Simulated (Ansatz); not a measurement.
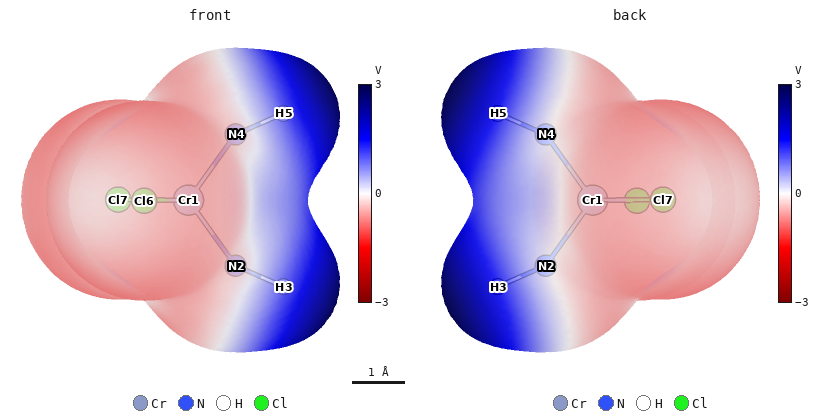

The picture shows: Cl2CrH2N2. The electrostatic potential painted on the density surface at 0.002 e/bohr³, seen from the front and from behind; red is negative and blue positive.

Geometry: PBE0-D4/def2-SVP.

The calculation used RKS PBE0-D4/def2-TZVP (Ansatz).

```yaml
atoms:
  - { symbol: Cr, position_ang: [-0.3878, 0.0063, -0.2719] }
  - { symbol: N, position_ang: [-0.3651, -0.0038, 1.3009] }
  - { symbol: H, position_ang: [0.1701, -0.0173, 2.1731] }
  - { symbol: N, position_ang: [1.0987, -0.0083, -0.7862] }
  - { symbol: H, position_ang: [2.1011, -0.0237, -0.5805] }
  - { symbol: Cl, position_ang: [-1.2835, 1.8498, -0.9049] }
  - { symbol: Cl, position_ang: [-1.3335, -1.8030, -0.9305] }
```

Describe the electrostatic potential map.

The most negative region (about −0.7 V) lies over Cl6 and Cl7, the most positive (about +2.9 V) over H3 and H5.
